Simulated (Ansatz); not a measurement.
A series of calculations on CH$_{9}$BN$_{2}$

**1. Relaxation**

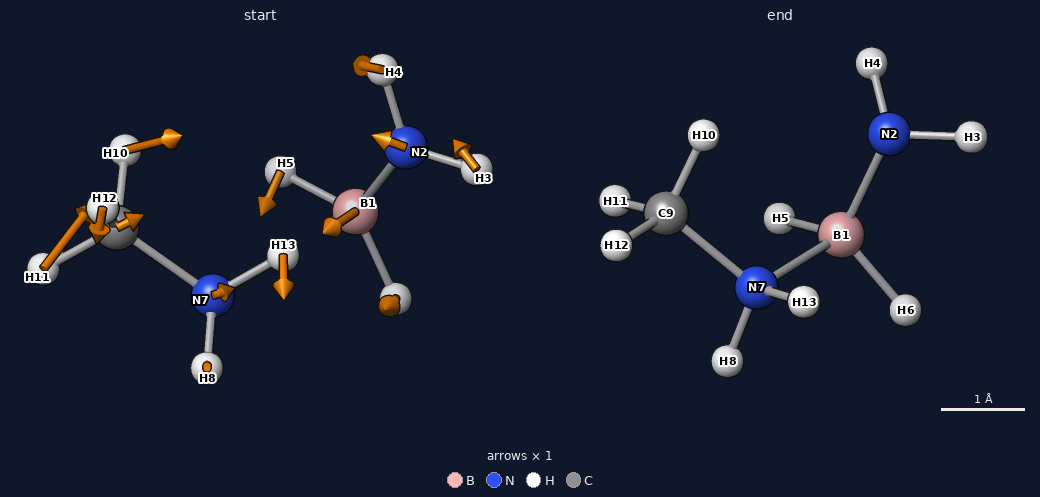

The structure of CH9BN2 before (left) and after (right) a relaxation, at one scale. The orange arrows give the displacements, at their true length.

The picture is a ball-and-stick view, seen at a tilt.

The run prepares an end point of a later path (reaction) calculation, from a guessed geometry.

The calculation used RKS PBE0/6-31G* in Ansatz.

Input
```yaml
crystal:
  periodic: [false, false, false]
  atoms:
    - { symbol: B, position_ang: [0.047184, -0.433556, 0.257863] }
    - { symbol: "N", position_ang: [-0.101869, -0.673794, 1.70506] }
    - { symbol: H, position_ang: [-0.960242, -1.008371, 2.117137] }
    - { symbol: H, position_ang: [0.691541, -0.725602, 2.328735] }
    - { symbol: H, position_ang: [1.144567, -0.224064, -0.174809] }
    - { symbol: H, position_ang: [-0.935298, -0.520154, -0.42825] }
    - { symbol: "N", position_ang: [-0.27899, 2.243563, 0.776702] }
    - { symbol: H, position_ang: [-1.049772, 2.899531, 0.670393] }
    - { symbol: C, position_ang: [0.933734, 2.946476, 1.168531] }
    - { symbol: H, position_ang: [1.74721, 2.216509, 1.274174] }
    - { symbol: H, position_ang: [1.22879, 3.642065, 0.371538] }
    - { symbol: H, position_ang: [0.863376, 3.514034, 2.112934] }
    - { symbol: H, position_ang: [-0.53493, 1.543963, 1.496692] }
basis:
  gaussian: { orbitals: "6-31G*" }
hamiltonian:
  xc: pbe0
relax:
  f_tol: 0.03
  max_steps: 50
```

Launched with:
```bash
ansatz run input.yaml --threads 1 --pin off --max-ram 2048MiB --backend cpu --events-out ev --progress --plain --runs-dir out
```

**Describe what moved and what it gained.**

The atom that moves furthest after the best rigid fit is H11 (1.17 Å). Largest moves by element: H 1.17 Å, B 0.76 Å, N 0.49 Å, C 0.40 Å. Near-neighbour distances that change, for instance: B1–N7 2.746 → 1.683 Å, B1–N2 1.475 → 1.500 Å, B1–H5 1.198 → 1.221 Å, N7–H13 1.036 → 1.019 Å. New bonds form, among them: B1–N7 (2.75 → 1.68 Å). Bond angles that change, for instance: H5–B1–H6 123.7° → 113.7°, B1–N2–H3 122.7° → 114.1°, B1–N2–H4 122.3° → 114.3°. The energy falls by 13.2 kcal/mol in 16 accepted moves (18 points after the start). The largest force component goes from 2.2 to 0.021 eV/Å. The line search rejected the trial steps at points 10, 15 of the run. The run took 68 s on 1 thread of Arm Neoverse V2, with other jobs on the host, peak memory 0.15 GiB.

Limits of the set-up: the start holds two separate molecules, 2.3 Å apart at their closest, whose relative position is a soft coordinate and is computed without a dispersion correction.

**2. Relaxation**

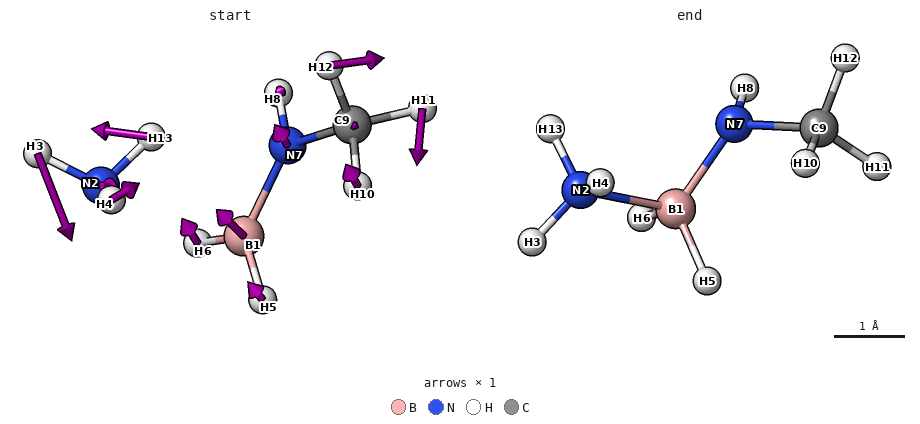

The structure of CH9BN2 before (left) and after (right) a relaxation, at one scale. The purple arrows give the displacements, at their true length.

Style: ball-and-stick. Shown from a free direction.

The run prepares an end point of a later path (reaction) calculation, from a guessed geometry.

All numbers below come from Ansatz 0.2.0, RKS PBE0/6-31G*. Set-up: no spin polarisation; force threshold 0.03 eV/Å; at most 50 steps.

Question: Describe what moved and what it gained.

Answer: The atom that moves furthest after the best rigid fit is H3 (1.39 Å). By element the largest moves are H 1.39 Å, B 0.70 Å, N 0.48 Å, C 0.11 Å. Some distances before and after: B1–N2 2.751 → 1.700 Å, B1–H5 1.197 → 1.221 Å, B1–N7 1.471 → 1.489 Å, N2–H13 1.036 → 1.018 Å. New bonds form, among them: B1–N2 (2.75 → 1.70 Å). Among the angles between lasting bonds that change: H5–B1–H6 124.3° → 114.0°, B1–N7–C9 126.4° → 120.1°, B1–N7–H8 118.4° → 113.7°. The energy falls by 36.6 kJ/mol in 21 accepted moves (23 points after the start). Largest force component: 2.2 eV/Å at the start, 0.017 eV/Å at the end. The line search rejected the trial steps at points 10, 19 of the run.

Limits of the set-up: the start holds two separate molecules, 2.3 Å apart at their closest, whose relative position is a soft coordinate and is computed without a dispersion correction.

**3. Path**

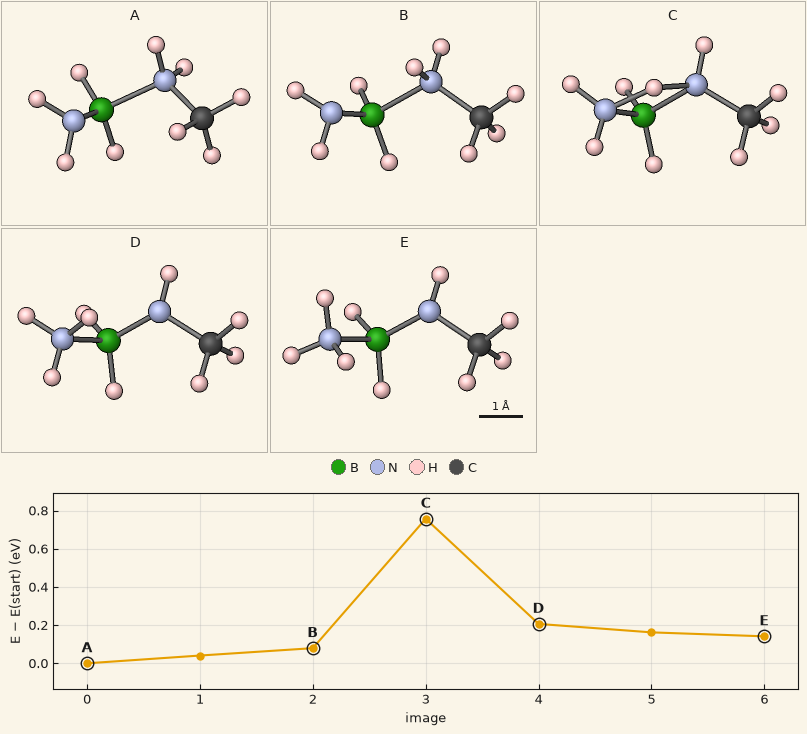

A nudged-elastic-band calculation for CH₉BN₂. Images are numbered from 0 (start) to 6 (end). Frames A to E are images 0, 2, 3, 4, 6. Style: ball-and-stick. Shown from a free direction.

Theory: RKS PBE0/6-31G* in Ansatz 0.2.0. Settings: 5 movable images; climbing image; force threshold 0.03 eV/Å; iteration limit 60; starting path through a guess of the saddle point.

Question: Describe the mechanism and the energy profile.

Answer: Forward barrier 0.76 eV, backward barrier 0.62 eV, with image 3 at the top; the reaction energy is +0.14 eV. A hydrogen atom shifts from one atom to another. Breaking: H–N (1.02 → 2.69 Å). Forming: H–N (2.66 → 1.02 Å). The band converged in 17 iterations, with a climbing image at the top. At the top, the vibrational analysis gives one imaginary mode (1429i cm⁻¹), as a transition state must have.

Cost: 4.7 min on 1 thread of Arm Neoverse V2, on a shared host, peak memory 0.15 GiB.
